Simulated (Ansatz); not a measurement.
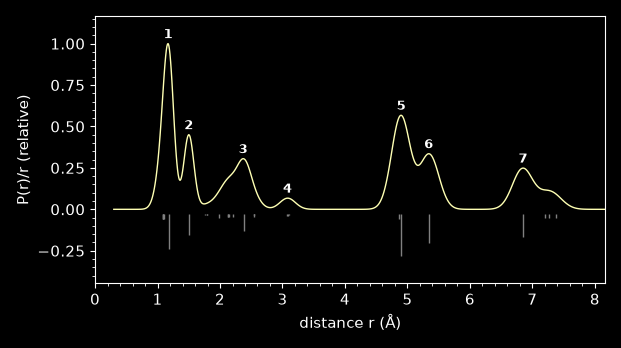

Simulated gas electron diffraction: radial distribution curve of C₂H₄OZn. Each pair of atoms contributes with weight ZᵢZⱼ/r (bars below the curve); damping constant 0.002 Å²; vibrational amplitudes assumed, not computed: 0.05 Å for bonds, 0.078 Å for bonds to H, 0.06 + 0.015 r up to 0.15 Å for other pairs. The geometry is the end point of an optimisation (RHF/def2-SVP in Ansatz); it may be a saddle point or a higher isomer.

Read the positions of the numbered peaks and name the main pairs (– for bonds).

Answer. Peak 1, 1.17 Å: C–H 1.09–1.11 Å (×4), O–C 1.18 Å, not resolved
Peak 2, 1.50 Å: C–C 1.50 Å
Peak 3, 2.37 Å: C···H 2.13–2.21 Å (×4), O···C 2.38 Å, O···H 2.55 Å, not resolved
Peak 4, 3.08 Å: O···H 3.08 Å (×2)
Peak 5, 4.90 Å: Zn···H 4.87 Å, Zn···O 4.90 Å
Peak 6, 5.34 Å: Zn···C 5.35 Å
Peak 7, 6.85 Å: Zn···C 6.84 Å, Zn···H 7.21 Å, not resolved; in its flanks Zn···H 7.27–7.37 Å
